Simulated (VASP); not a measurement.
Band structure of PtAl$_{2}$ (fluorite). Computed with rev-vdW-DF2, VASP's PBE PAW potentials (set 64) (plane waves; VASP).

Unless said otherwise, spin-orbit coupling is left out, though it shifts the bands of the heavy elements here.

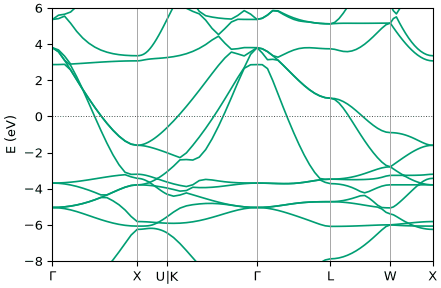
*Bands along high-symmetry lines, zero at the valence-band maximum or, without a gap, the Fermi level*

Problem. Read the plot: is there a gap, and where are the band edges?

Solution. It has no gap at this level: it comes out as a metal or semimetal. (Edges off the drawn lines would not show.)

The compound is PtAl2 in the fluorite structure. It was relaxed first.
